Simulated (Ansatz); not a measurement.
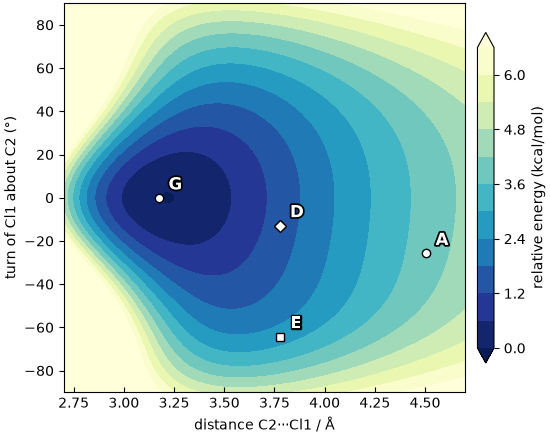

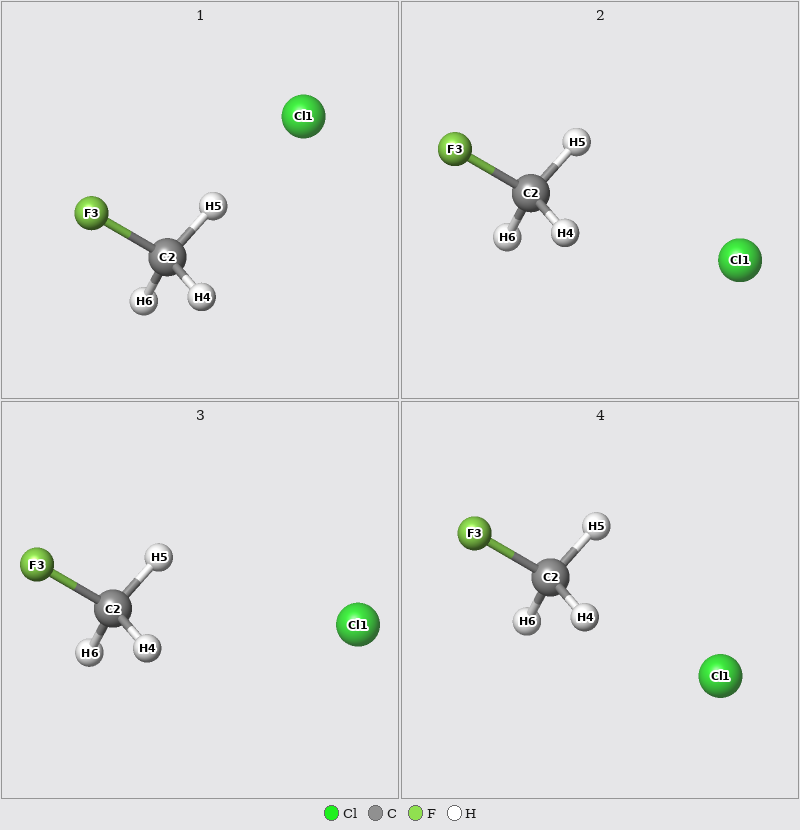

The pair Cl···CH₃F, charge −1. 
- The turn is about an axis along (−0.47, −0.88, −0.09) in the frame of the relaxed pair, normal to the line between the partners.
- The first coordinate is: distance C2···Cl1; the second: turn of Cl1 about C2.
- The grid has 15 × 15 points.
- Points are written as (first, second).
- Energies are in kcal/mol, from the lowest grid point.
- Computed with Ansatz 0.2.0, RHF-MP2, frozen core/def2-TZVPD.

Drawn: filled contours, one colour for all values above the top of the scale, lettered points. Between grid points the surface is interpolated. The numbered pictures are the structures at these points, in random order.

Which structure belongs to which point?

Answer. A is structure 3: (4.504 Å, −25.7°), 3.9 kcal/mol; D is structure 2: (3.779 Å, −12.9°), 1.5 kcal/mol; E is structure 1: (3.779 Å, −64.3°), 2.7 kcal/mol; G is structure 4: (3.174 Å, 0.0°), 0.0 kcal/mol.
